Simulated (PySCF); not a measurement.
# C7H11NSi: the cost of one run

Programs: PySCF 2.14.0, with routines of our own; each step states its level. All values are computed. Atoms count from 0.

## (1) The starting structure

20 atoms, charge 0, multiplicity 1; geometry from: GFN2-xTB.

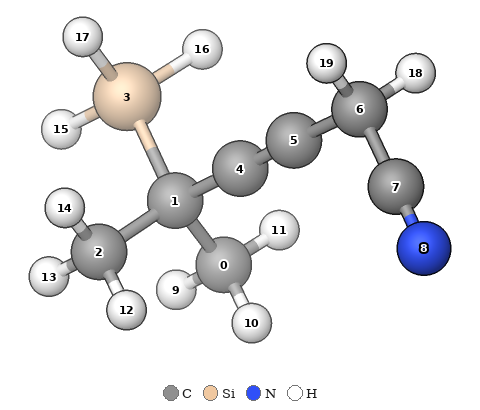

The starting geometry (carbon grey, silicon light orange, nitrogen blue, hydrogen white).

## (2) Magnetic properties: GIAO B97-2/pcSseg-1

Job settings and geometry (Å):

```
{"job": {"kind": "mag", "xc": "B97-2", "basis": "pcSseg-1", "isotopologues": 0}, "charge": 0, "multiplicity": 1}
C     -1.214830    -0.410427    -1.578520
C     -0.886832    -0.354206    -0.083006
C     -0.859695    -1.772979     0.494471
Si    -2.170040     0.733804     0.851866
C      0.422177     0.242552     0.085697
C      1.495268     0.755549     0.239509
C      2.818413     1.342344     0.399350
C      3.795685     0.532008    -0.291046
N      4.555203    -0.119975    -0.842118
H     -2.197558    -0.852180    -1.733032
H     -0.478472    -1.014992    -2.107779
H     -1.211449     0.586915    -2.013937
H     -0.121544    -2.382780    -0.026091
H     -1.834274    -2.244618     0.383712
H     -0.601764    -1.757193     1.551555
H     -3.491496     0.127434     0.678867
H     -2.142411     2.079345     0.278341
H     -1.803073     0.772910     2.267481
H      2.836757     2.354902    -0.019628
H      3.084787     1.392265     1.461275
```

Method: GIAO B97-2/pcSseg-1 magnetisability, rotational g tensor and spin-rotation constants, non-relativistic, gas phase.

On the command line:

```console
> OMP_NUM_THREADS=1 python excited_run.py task.json out
```

This one command runs all jobs of the session in turn.

**Question.** How long does this first job take on 1 thread of Arm Neoverse V1, shared host, and how much memory does it need?

About 54 s, with a peak of 1 GiB.
